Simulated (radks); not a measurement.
# Atomic calculation for Xe⁺

System: Xe⁺, configuration [Kr] 4d10 5s2 5p5.
Method: scalar-relativistic Kohn-Sham, LDA (Slater exchange, Perdew-Wang correlation), spin-polarised, spherical densities, point nucleus (radks).

## Input file
```
Z 54
configuration [Kr] 4d10 5s2 5p5
relativity scalar-relativistic
functional lda,pw
spin polarised
nucleus point
c 137.035999084
mesh_end 8
max_iterations 97
```

Energies in input and log are in hartree, lengths in bohr.

The run was one of a batch that the task file lists, launched with:
```bash
python <driver script> task.json out
```

## Output
```
1s      1   1.0000       -1262.19358593
2s      1   1.0000        -196.78846772
2p      1   3.0000        -176.71093675
3s      1   1.0000         -40.53006605
3p      1   3.0000         -34.04511015
3d      1   5.0000         -24.40131284
4s      1   1.0000          -7.61022143
4p      1   3.0000          -5.55341704
4d      1   5.0000          -2.55540936
5s      1   1.0000          -1.08802743
5p      1   3.0000          -0.64127659
1s      2   1.0000       -1262.19198369
2s      2   1.0000        -196.78756433
2p      2   3.0000        -176.70962469
3s      2   1.0000         -40.52861911
3p      2   3.0000         -34.04353486
3d      2   5.0000         -24.39982841
4s      2   1.0000          -7.60711102
4p      2   3.0000          -5.54998744
4d      2   5.0000          -2.55032526
5s      2   1.0000          -1.06608864
5p      2   2.0000          -0.61960289
Etot -7440.900806543984
Ekin 7823.178550707914
Encl -17996.62146007762
Eh 2912.8236979640833
Exc -180.28159513836337
err 3.789356198337684e-09
it 13
```

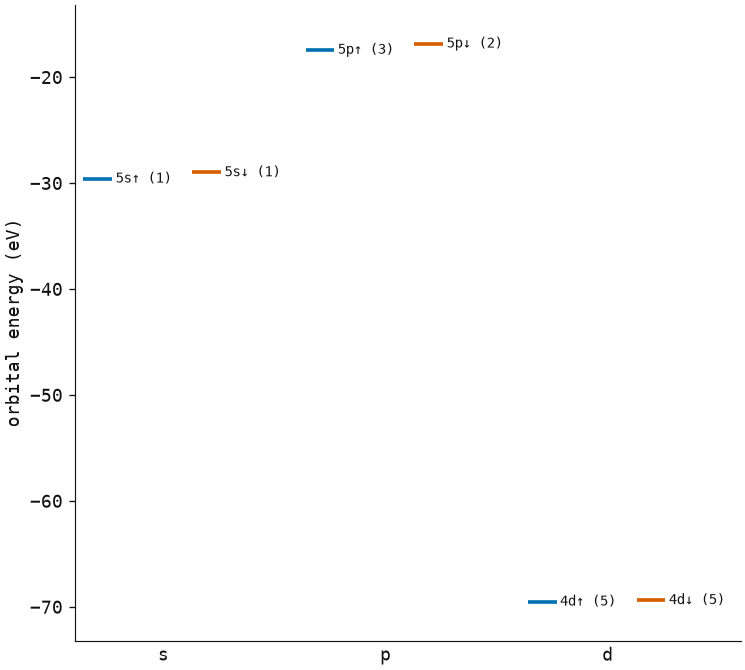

Fig. 1: The outer levels are drawn by angular momentum (occupations in brackets, up spins at the left of each column and down spins at the right). They are the filled levels of this odd run. The highest occupied level is 5p down at −16.9 eV. The highest 4 occupied levels, from the top down, are 5p down (−16.9 eV), 5p up (−17.5 eV), 5s down (−29.0 eV), 5s up (−29.6 eV).

## Outcome

| quantity | value |
| --- | --- |
| outcome | converged |
| total energy | −7440.9008 hartree |
| kinetic energy | 7823.1786 hartree |
| electron–nucleus energy | −17996.6215 hartree |
| Hartree energy | 2912.8237 hartree |
| exchange–correlation energy | −180.281595 hartree |
| radius at density 0.001 e/bohr³ | 4.11 bohr |
| SCF iterations | 13 |
| hardware | 1 thread of Arm Neoverse V1, 23 GiB of memory available, shared host |

## What is odd here

A numerical setting was moved from its usual value: mesh end rmax = 8. The program ran to the end. Its total energy differs from that of the same run with the usual input (−7440.90092 hartree) by +0.00011 hartree, a small shift.
